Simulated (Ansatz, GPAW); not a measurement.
# A 8-layer slab of Cr(111): work function by functional and basis

How far do functional and basis move the work function of a 8-layer slab of Cr(111)?

Calculated with GPAW 26.7.0 and Ansatz 0.2.0; GPAW, PAW setups; slab in vacuum, in the first sound run; inputs show where later runs differ.

### Step 1. Starting point

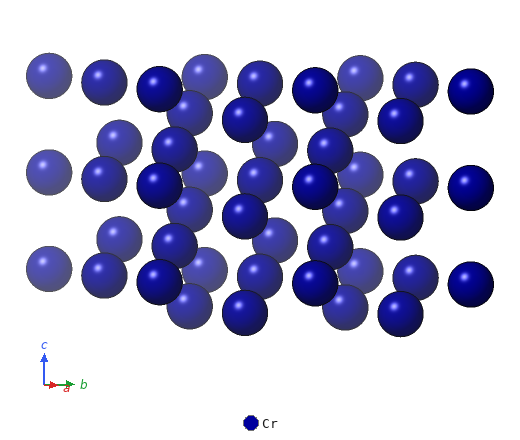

Start, viewed from the side, with the c axis up; chromium blue. 2×2×1 cells are drawn. Some periodic images of atoms are drawn too.

The cell holds 8 atoms: 8 Cr. Cell: a = 4.073 Å, b = 4.073 Å, c = 23.820 Å, α = 90.0°, β = 90.0°, γ = 60.0°. Vacuum lies along c.

### Step 2. Relaxing the atoms

The atoms are relaxed first, since the surface dipole, and with it the work function, follows the positions of the outer layers. The lowest 4 atoms are held at bulk positions and keep their forces.

File run.py:

```python
import json
import numpy as np
from ase import Atoms
from ase.constraints import FixAtoms
from ase.optimize import BFGS
from gpaw import GPAW, PW

slab = Atoms(
    ['Cr', 'Cr', 'Cr', 'Cr', 'Cr', 'Cr', 'Cr', 'Cr'],
    positions=[
        [4.07294, 2.35151, 9.00000],
        [0.00000, 0.00000, 9.83138],
        [2.03647, 1.17576, 10.66277],
        [4.07294, 2.35151, 11.49415],
        [0.00000, 0.00000, 12.32554],
        [2.03647, 1.17576, 13.15692],
        [4.07294, 2.35151, 13.98831],
        [0.00000, 0.00000, 14.81969]],
    cell=[[4.07294, 0.0, 0.0], [2.03647, 3.52727, 0.0], [0.0, 0.0, 23.81969]],
    pbc=[True, True, False])

slab.calc = GPAW(mode=PW(400), xc='PBE', kpts={'size': (9, 9, 1), 'gamma': True},
                 occupations={'name': 'fermi-dirac', 'width': 0.1}, nbands='160%',
                 convergence={'density': 0.0001}, maxiter=200,
                 poissonsolver={'dipolelayer': 'xy'},
                 symmetry={'tolerance': 1e-3, 'extra_ids': [1, 1, 1, 1, 0, 0, 0, 0]}, txt='slab.txt')
result = {}
slab.set_constraint(FixAtoms([0, 1, 2, 3]))
path = []
opt = BFGS(slab, maxstep=0.2)
opt.attach(lambda: path.append((slab.get_potential_energy(), slab.positions.tolist(), slab.get_forces().tolist())))
result['relaxed'] = bool(opt.run(fmax=0.05, steps=30))
result['path'] = path
energy = slab.get_potential_energy()
fermi = slab.calc.get_fermi_level()
v = slab.calc.get_electrostatic_potential().mean((0, 1)) - fermi
n = slab.calc.get_pseudo_density().mean((0, 1))
L = slab.cell[2, 2]
z = np.arange(len(v)) * L / len(v)
low, high = slab.positions[:, 2].min(), slab.positions[:, 2].max()
below, above = np.interp([low - 6.8, high + 6.8], z, v)
slopes = [np.interp(x, z, np.gradient(v, z)) for x in (low - 6.8, high + 6.8)]
eps = np.array([[slab.calc.get_eigenvalues(k, s) for k in range(len(slab.calc.get_ibz_k_points()))]
                for s in range(slab.calc.get_number_of_spins())]) - fermi
top, bottom = eps[eps < 0].max(), eps[eps > 0].min()
dipole = slab.get_dipole_moment()[2]
print(f'energy {energy:.4f} eV, Fermi level {fermi:.4f} eV, dipole {dipole:.5f} e A')
print(f'potential 6.8 A off the faces, from the Fermi level: lower {below:.4f} eV, upper {above:.4f} eV')
print(f'slope of the potential there: lower {slopes[0]:.5f}, upper {slopes[1]:.5f} eV/A')
print(f'nearest levels on the mesh: {top:.4f} and {bottom:.4f} eV')
print('magnetic moment', round(slab.get_magnetic_moment(), 3))
result.update(energy=energy, fermi=fermi, dipole=dipole, below=below, above=above, slopes=slopes, edges=[top, bottom],
              z=z.tolist(), v=v.tolist(), n=n.tolist(), positions=slab.positions.tolist(),
              forces=slab.get_forces(apply_constraint=False).tolist(), moments=slab.get_magnetic_moments().tolist())
json.dump(result, open('result.json', 'w'))
```

Run with:

```console
OMP_NUM_THREADS=1 OPENBLAS_NUM_THREADS=1 python run.py
```

What it wrote:

```text
Step          Energy          fmax
BFGS:    0      -68.121111        1.768661
BFGS:    1      -68.182796        1.654547
BFGS:    2      -68.453306        0.542442
BFGS:    3      -68.460982        0.585358
BFGS:    4      -68.507317        0.423016
BFGS:    5      -68.516354        0.325447
BFGS:    6      -68.519994        0.259354
BFGS:    7      -68.522853        0.174796
BFGS:    8      -68.524892        0.126369
BFGS:    9      -68.525672        0.096809
BFGS:   10      -68.526067        0.089413
BFGS:   11      -68.526487        0.061402
BFGS:   12      -68.526746        0.035453
energy -68.3556 eV, Fermi level 0.1980 eV, dipole -0.01239 e A
potential 6.8 A off the faces, from the Fermi level: lower 3.9120 eV, upper 4.0871 eV
slope of the potential there: lower -0.00019, upper 0.00028 eV/A
nearest levels on the mesh: -0.0052 and 0.0105 eV
magnetic moment 0.0
```

Wall time 16 min (1 thread of Intel Xeon Platinum 8488C (Sapphire Rapids), shared host); peak memory 0.27 GiB.

This run has no spin polarisation, although Cr can carry a moment.

Relaxation path:

```tsv
step	energy less that of the first step (eV)	largest force (eV/Å)
1	0.0000	1.7687
2	-0.0624	1.6545
3	-0.3372	0.5424
4	-0.3453	0.5854
5	-0.3958	0.4230
6	-0.4052	0.3254
7	-0.4084	0.2594
8	-0.4109	0.1748
9	-0.4128	0.1264
10	-0.4136	0.0968
11	-0.4139	0.0894
12	-0.4143	0.0614
13	-0.4144	0.0355
```

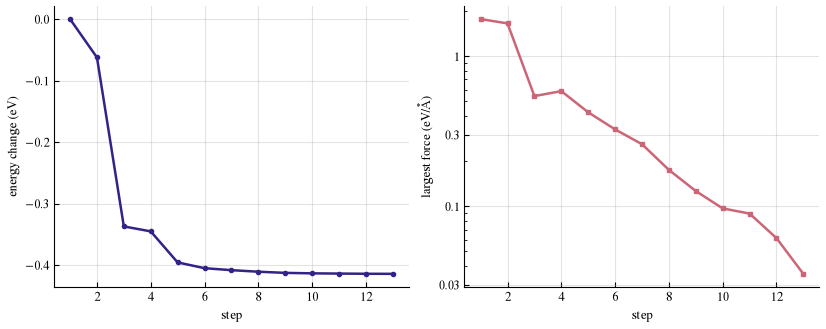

Energy and largest force along the relaxation.

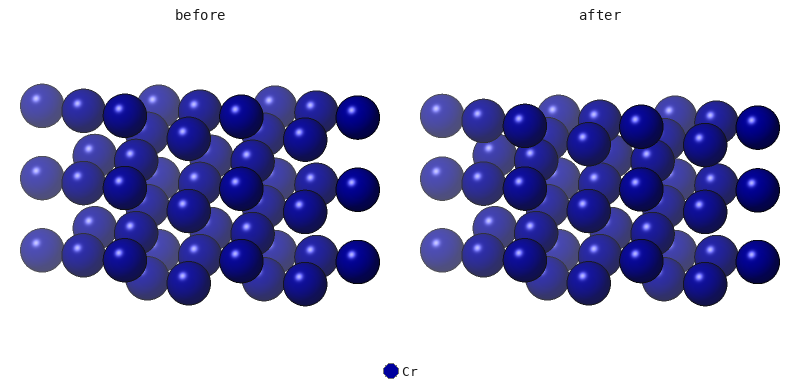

Before and after, at one scale.

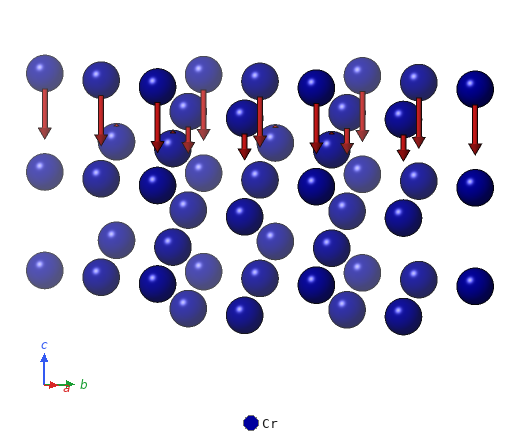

Displacements in the relaxation, exaggerated; the longest in the cell stands for 0.35 Å. 2×2×1 cells are drawn. Some periodic images of atoms are drawn too.

The atoms that moved most (Å):

```tsv
atom	dx	dy	dz	length
Cr8	0.000	0.000	-0.348	0.348
Cr7	0.000	0.000	-0.186	0.186
Cr6	0.000	0.000	0.021	0.021
Cr5	0.000	0.000	-0.020	0.020
```

The relaxed structure:

```
Cr
1.0
     4.07294    0.00000    0.00000
     2.03647    3.52727    0.00000
     0.00000    0.00000   23.81969
Cr
8
Direct
  0.66667 0.66667 0.37784
  0.00000 0.00000 0.41274
  0.33333 0.33333 0.44765
  0.66667 0.66667 0.48255
  0.00000 0.00000 0.51660
  0.33333 0.33333 0.55324
  0.66667 0.66667 0.57947
  0.00000 0.00000 0.60754
```

This step gave:

```
dipole along the normal                    : -0.01239 e·Å
levels nearest the Fermi level on the mesh : -0.005202, 0.01047 eV from the Fermi level
upper work function                        : 4.087 eV
lower work function                        : 3.912 eV
```

The electrostatic potential energy of an electron (without an applied field's), less the Fermi level, planar mean by z:

```tsv
z (Å)	electrostatic potential energy of an electron (without an applied field's), less the Fermi level, planar mean (eV)
0	4.00
1	3.91
2	3.91
3	3.91
4	3.91
5	3.91
6	3.88
7	3.67
8	1.82
9	-8.89
10	-10.7
11	-10.5
12	-10.7
13	-11.7
14	-13.5
15	-2.36
16	3.43
17	4.02
18	4.08
19	4.09
20	4.09
21	4.09
22	4.09
23	4.09
```

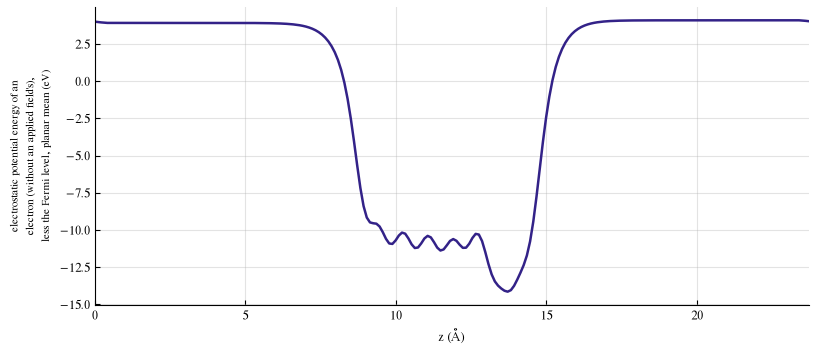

Electrostatic potential energy of an electron (without an applied field's), less the Fermi level, planar mean against z.

The pseudo valence density, planar mean oscillates, so the rows of the table below give means over windows of 0.85 Å about each position, cut where the curve ends. Its maxima inside the range that stand out by 2 % of the span (Å: e/Å³): 9.15: 0.445, 9.78: 0.520, 10.63: 0.526, 11.48: 0.537, 12.34: 0.537, 13.82: 0.617. Its minima: 9.36: 0.432, 10.21: 0.478, 11.06: 0.474, 11.91: 0.479, 12.76: 0.487.

The pseudo valence density, planar mean by z; means over each step:

```tsv
z (Å)	pseudo valence density, planar mean (e/Å³)
4.67	4.5e-5
5.52	2.9e-4
6.37	0.00186
7.22	0.0118
8.07	0.0861
8.92	0.370
9.77	0.488
10.62	0.501
11.47	0.505
12.32	0.508
13.17	0.564
14.02	0.562
14.87	0.282
15.72	0.0435
16.57	0.00607
17.42	8.6e-4
18.27	1.2e-4
19.12	1.7e-5
```

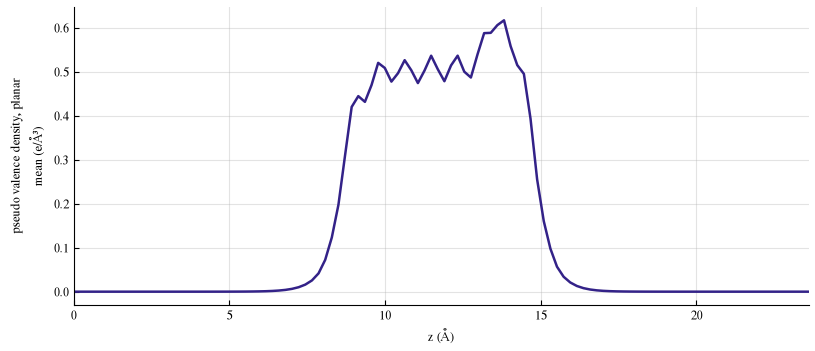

Pseudo valence density, planar mean, plotted against z.

The relaxation lowered the energy of the cell by 0.414 eV (energies extrapolated to zero smearing; the optimiser's log prints free energies). The largest force left on a free atom is 0.035 eV/Å.

### Step 3. The slab's potential

The work function is the vacuum plateau of the electrostatic potential less the Fermi level; a dipole layer lets the two faces have plateaus of their own.

Edit run.py of step 2 so:

```diff
@@ -3,4 +3,2 @@
 from ase import Atoms
-from ase.constraints import FixAtoms
-from ase.optimize import BFGS
 from gpaw import GPAW, PW
@@ -14,6 +12,6 @@
         [4.07294, 2.35151, 11.49415],
-        [0.00000, 0.00000, 12.32554],
-        [2.03647, 1.17576, 13.15692],
-        [4.07294, 2.35151, 13.98831],
-        [0.00000, 0.00000, 14.81969]],
+        [-0.00000, 0.00000, 12.30518],
+        [2.03647, 1.17576, 13.17803],
+        [4.07294, 2.35151, 13.80271],
+        [0.00000, 0.00000, 14.47138]],
     cell=[[4.07294, 0.0, 0.0], [2.03647, 3.52727, 0.0], [0.0, 0.0, 23.81969]],
@@ -23,12 +21,6 @@
                  occupations={'name': 'fermi-dirac', 'width': 0.1}, nbands='160%',
-                 convergence={'density': 0.0001}, maxiter=200,
+                 convergence={'density': 1e-05}, maxiter=200,
                  poissonsolver={'dipolelayer': 'xy'},
-                 symmetry={'tolerance': 1e-3, 'extra_ids': [1, 1, 1, 1, 0, 0, 0, 0]}, txt='slab.txt')
+                 symmetry={'tolerance': 1e-3}, txt='slab.txt')
 result = {}
-slab.set_constraint(FixAtoms([0, 1, 2, 3]))
-path = []
-opt = BFGS(slab, maxstep=0.2)
-opt.attach(lambda: path.append((slab.get_potential_energy(), slab.positions.tolist(), slab.get_forces().tolist())))
-result['relaxed'] = bool(opt.run(fmax=0.05, steps=30))
-result['path'] = path
 energy = slab.get_potential_energy()
```

What it wrote:

```text
energy -68.3556 eV, Fermi level 0.1981 eV, dipole -0.01289 e A
potential 6.8 A off the faces, from the Fermi level: lower 3.9118 eV, upper 4.0870 eV
slope of the potential there: lower -0.00014, upper 0.00022 eV/A
nearest levels on the mesh: -0.0052 and 0.0105 eV
magnetic moment 0.0
```

The job ended after 1.8 min (1 thread; peak memory 0.28 GiB).

This step gave:

* dipole along the normal: -0.01289 e·Å
* levels nearest the Fermi level on the mesh: -0.005194, 0.01048 eV from the Fermi level

Electrostatic potential energy of an electron (without an applied field's), less the Fermi level, planar mean against z:

```tsv
z (Å)	electrostatic potential energy of an electron (without an applied field's), less the Fermi level, planar mean (eV)
0.0	4.00
2.5	3.91
5.0	3.91
7.5	3.21
10.0	-10.7
12.5	-10.7
15.0	-2.36
17.5	4.07
20.0	4.09
22.5	4.09
```

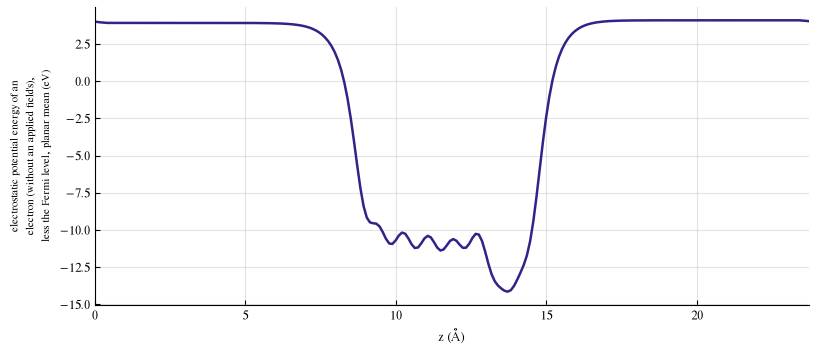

Electrostatic potential energy of an electron (without an applied field's), less the Fermi level, planar mean against z.

The pseudo valence density, planar mean oscillates, so the rows of the table below give means over windows of 0.85 Å about each position, cut where the curve ends. Its maxima inside the range that stand out by 2 % of the span (Å: e/Å³): 9.15: 0.445, 9.78: 0.520, 10.63: 0.526, 11.48: 0.537, 12.34: 0.537, 13.82: 0.617. Its minima: 9.36: 0.432, 10.21: 0.478, 11.06: 0.474, 11.91: 0.479, 12.76: 0.487.

Pseudo valence density, planar mean against z; means over each step:

(Unchanged from step 2.)

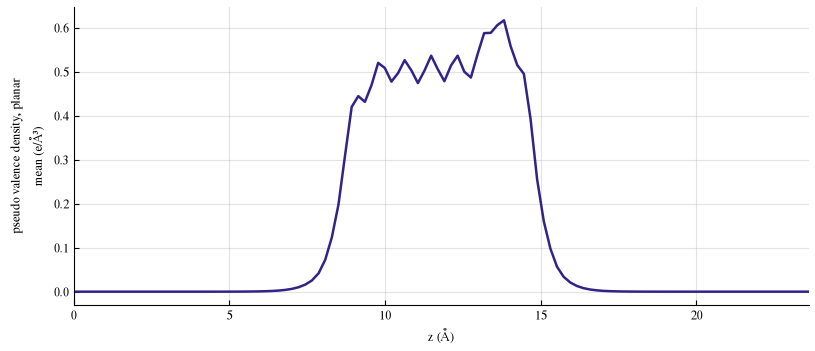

Pseudo valence density, planar mean, plotted against z.

Force by atom:

```tsv
atom	x (eV/Å)	y (eV/Å)	z (eV/Å)	size
Cr1	0.00	0.00	1.54	1.54
Cr2	0.00	0.00	0.25	0.25
Cr3	0.00	0.00	-0.86	0.86
Cr4	0.00	0.00	-0.91	0.91
Cr5	0.00	0.00	-0.03	0.03
Cr6	0.00	0.00	-0.01	0.01
Cr7	0.00	0.00	-0.02	0.02
Cr8	0.00	0.00	0.03	0.03
```

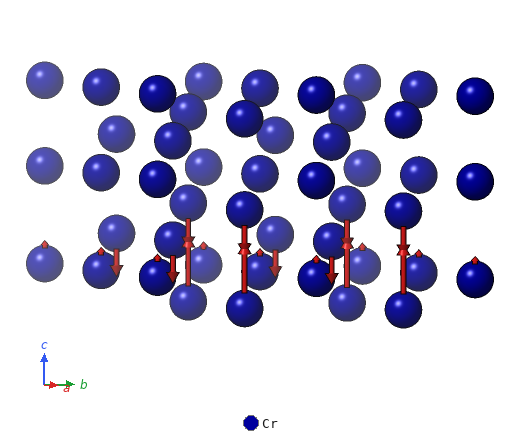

Force as arrows, the longest 1.54 eV/Å. 2×2×1 cells are drawn. Some periodic images of atoms are drawn too.

The potential is flat to 2.2e-4 eV/Å where it is read, so the vacuum is wide enough.

### Step 4. Self-consistent run: xc = "RPBE"

The same geometry under RPBE, to see how far the functional moves the levels against the vacuum.

Edit run.py of step 3 so:

```diff
@@ -19,3 +19,3 @@
 
-slab.calc = GPAW(mode=PW(400), xc='PBE', kpts={'size': (9, 9, 1), 'gamma': True},
+slab.calc = GPAW(mode=PW(400), xc='RPBE', kpts={'size': (9, 9, 1), 'gamma': True},
                  occupations={'name': 'fermi-dirac', 'width': 0.1}, nbands='160%',
```

What it wrote:

```text
energy -64.3221 eV, Fermi level 0.3354 eV, dipole -0.01349 e A
potential 6.8 A off the faces, from the Fermi level: lower 3.7559 eV, upper 3.9386 eV
slope of the potential there: lower -0.00015, upper 0.00023 eV/A
nearest levels on the mesh: -0.0034 and 0.0112 eV
magnetic moment 0.0
```

The job ended after 1.8 min (1 thread; peak memory 0.27 GiB).

Numbers from this step:

```yaml
dipole_along_the_normal: -0.01349 e·Å
levels_nearest_the_fermi_level_on_the_mesh: -0.003400, 0.01121 eV from the Fermi level
upper_work_function: 3.939 eV
lower_work_function: 3.756 eV
```

Electrostatic potential energy of an electron (without an applied field's), less the Fermi level, planar mean against z:

```tsv
z (Å)	electrostatic potential energy of an electron (without an applied field's), less the Fermi level, planar mean (eV)
0	3.85
1	3.76
2	3.76
3	3.76
4	3.76
5	3.75
6	3.73
7	3.51
8	1.68
9	-8.98
10	-10.8
11	-10.6
12	-10.8
13	-11.8
14	-13.6
15	-2.48
16	3.28
17	3.87
18	3.93
19	3.94
20	3.94
21	3.94
22	3.94
23	3.94
```

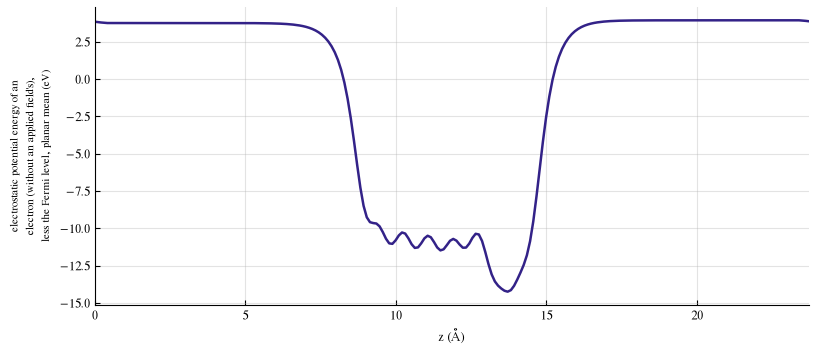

Electrostatic potential energy of an electron (without an applied field's), less the Fermi level, planar mean, plotted against z.

The pseudo valence density, planar mean oscillates, so the rows of the table below give means over windows of 0.85 Å about each position, cut where the curve ends. Its maxima inside the range that stand out by 2 % of the span (Å: e/Å³): 9.15: 0.445, 9.78: 0.520, 10.63: 0.527, 11.48: 0.537, 12.34: 0.537, 13.82: 0.617. Its minima: 9.36: 0.431, 10.21: 0.478, 11.06: 0.474, 11.91: 0.478, 12.76: 0.487.

Pseudo valence density, planar mean against z; means over each step:

```tsv
z (Å)	pseudo valence density, planar mean (e/Å³)
4.67	5.2e-5
5.52	3.1e-4
6.37	0.00186
7.22	0.0116
8.07	0.0858
8.92	0.370
9.77	0.488
10.62	0.501
11.47	0.505
12.32	0.508
13.17	0.564
14.02	0.562
14.87	0.282
15.72	0.0432
16.57	0.00597
17.42	8.9e-4
18.27	1.3e-4
19.12	1.9e-5
```

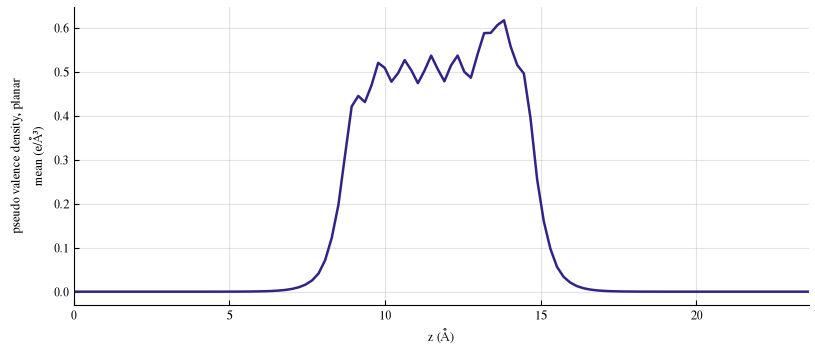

Pseudo valence density, planar mean, plotted against z.

Force by atom:

```tsv
atom	x (eV/Å)	y (eV/Å)	z (eV/Å)	size
Cr1	0.00	0.00	1.24	1.24
Cr2	0.00	0.00	0.14	0.14
Cr3	0.00	0.00	-0.93	0.93
Cr4	0.00	0.00	-0.94	0.94
Cr5	0.00	0.00	-0.10	0.10
Cr6	0.00	0.00	0.05	0.05
Cr7	0.00	0.00	0.14	0.14
Cr8	0.00	0.00	0.41	0.41
```

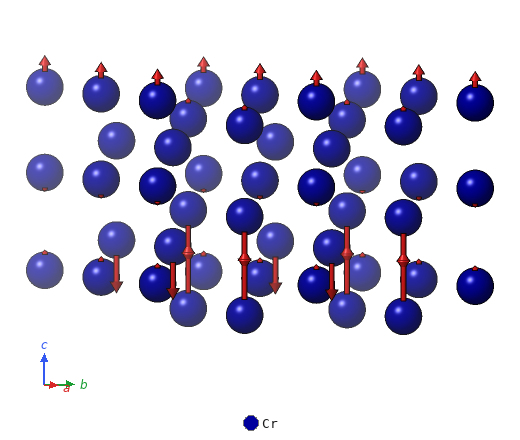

Force as arrows, the longest 1.24 eV/Å. 2×2×1 cells are drawn. Some periodic images of atoms are drawn too.

The upper face's work function is 3.939 eV, against 4.087 eV in the first plane-wave PBE run at this geometry.

### Step 5. Self-consistent run: xc = "revPBE"

The same geometry under revPBE, to see how far the functional moves the levels against the vacuum.

Edit run.py of step 4 so:

```diff
@@ -19,3 +19,3 @@
 
-slab.calc = GPAW(mode=PW(400), xc='RPBE', kpts={'size': (9, 9, 1), 'gamma': True},
+slab.calc = GPAW(mode=PW(400), xc='revPBE', kpts={'size': (9, 9, 1), 'gamma': True},
                  occupations={'name': 'fermi-dirac', 'width': 0.1}, nbands='160%',
```

What it wrote:

```text
energy -65.1493 eV, Fermi level 0.3135 eV, dipole -0.01364 e A
potential 6.8 A off the faces, from the Fermi level: lower 3.7715 eV, upper 3.9563 eV
slope of the potential there: lower -0.00015, upper 0.00023 eV/A
nearest levels on the mesh: -0.0023 and 0.0104 eV
magnetic moment 0.0
```

It took 1.8 min on 1 thread; peak memory 0.27 GiB.

Numbers from this step:

| Item | Value |
| --- | --- |
| dipole along the normal | -0.01364 e·Å |
| levels nearest the Fermi level on the mesh | -0.002258, 0.01042 eV from the Fermi level |
| upper work function | 3.956 eV |
| lower work function | 3.772 eV |

The upper face's work function is 3.956 eV, against 4.087 eV in the first plane-wave PBE run at this geometry.

(Continued in part 2 of 3.)

[Logs are printed without paths, hosts, clocks, repeated set-up lines and the standing remarks that a program may print on its own settings, such as how far it seeks lower states.]

[Hosts, paths, dates, database ids (printed as entryN), source tags and the programs' standing remarks are cut or masked in the printed files.]
